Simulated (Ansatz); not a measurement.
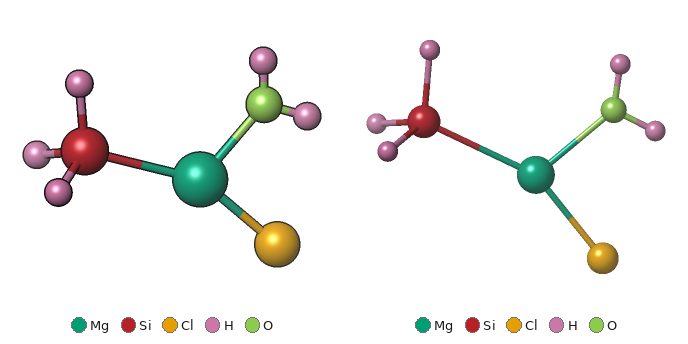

Both panels show the same species.

Computed geometry: PBE0-D4/def2-TZVP optimisation.

> Give the formula.

ClH5MgOSi, 9 atoms: 1 chlorine, 5 hydrogen, 1 magnesium, 1 oxygen and 1 silicon.

> How many bonds of each kind are drawn?

3 Si–H, 2 O–H, 1 Mg–Si, 1 Mg–O, 1 Cl–Mg. Sticks follow a distance rule.

More results for the same structure follow; atom numbers are the same in all pictures, views and colours differ.

### Geometry

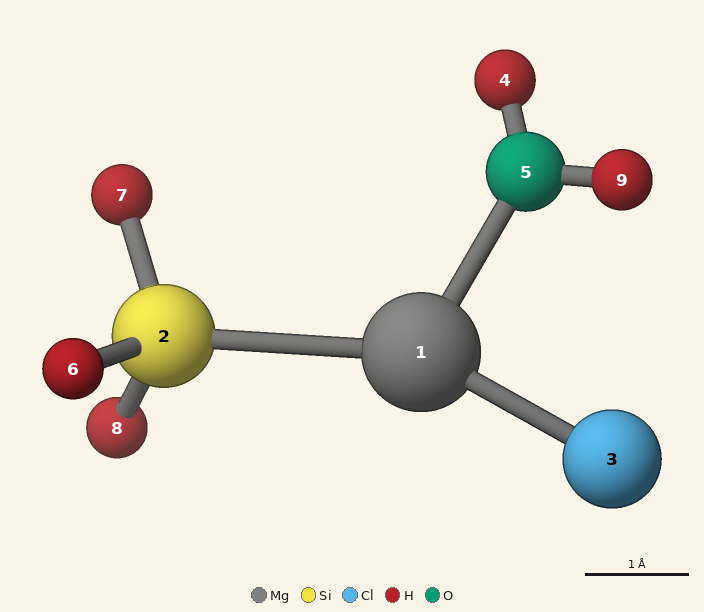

Atoms carry their numbers in the input.

> What is the geometry at Si2?

Si2 has 4 neighbours (Mg1 at 2.57, H6 at 1.50, H7 at 1.50, H8 at 1.50 Å); the arrangement is tetrahedral.

> Describe the coordination of atom 5.

O5 has 3 neighbours (Mg1 at 2.06, H4 at 0.96, H9 at 0.96 Å); the arrangement is trigonal planar.

### Dipole moment

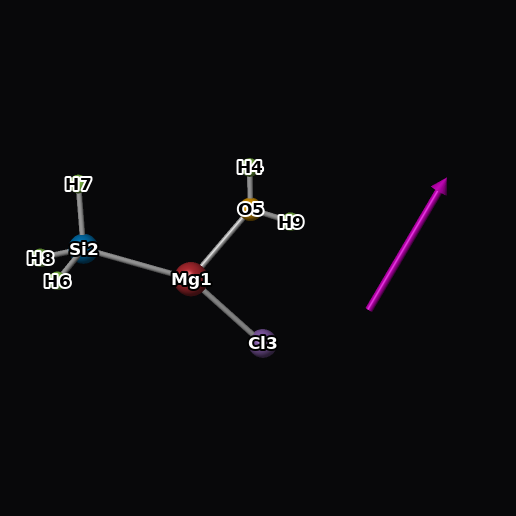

The arrow beside the molecule shows the direction of the dipole moment, from the negative to the positive end (its length means nothing). Method: RKS PBE0-D4/def2-TZVP (Ansatz 0.2.0).

> Estimate the dipole moment.

5.43 D; it points from the side of H6, H8 to the side of H4 (the outermost atoms at the two ends).

### Electronic properties

Level of theory: RKS B3LYP-D4/def2-TZVPP (Ansatz 0.2.0).

> Give the dispersion correction at this level.

−23.2 kJ/mol.

### Vibrations

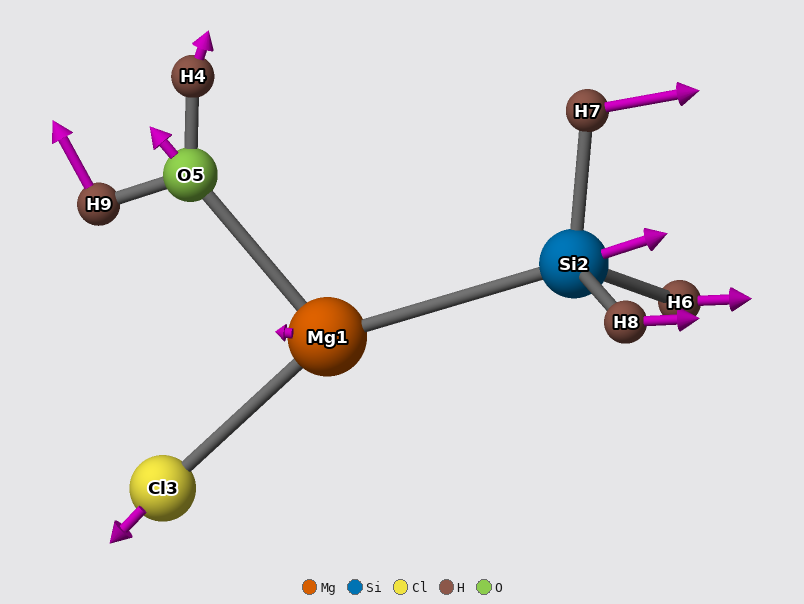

The arrows show one normal mode. Harmonic vibrations computed with RKS PBE0-D4/def2-TZVP (Ansatz 0.2.0) at a stationary point of the same level.

> Estimate its harmonic wavenumber.

262 cm⁻¹; it is mode 6 of 21 counted from the lowest.

### Charges

The questions are on Mulliken charges. Properties computed with RKS PBE0-D4/def2-TZVP (Ansatz 0.2.0).

> Which atom carries the highest charge (most positive or least negative)?

Mg1 (0.72 e).

> And the lowest?

O5 (−0.64 e).

Give the Mulliken charges atom by atom.

```tsv
atom	value (e)
Mg1	0.72
Si2	−0.22
Cl3	−0.52
H4	0.37
O5	−0.64
H6	−0.02
H7	−0.04
H8	−0.02
H9	0.38
```

Mulliken values depend strongly on the basis set and can even reverse the polarity of a bond.
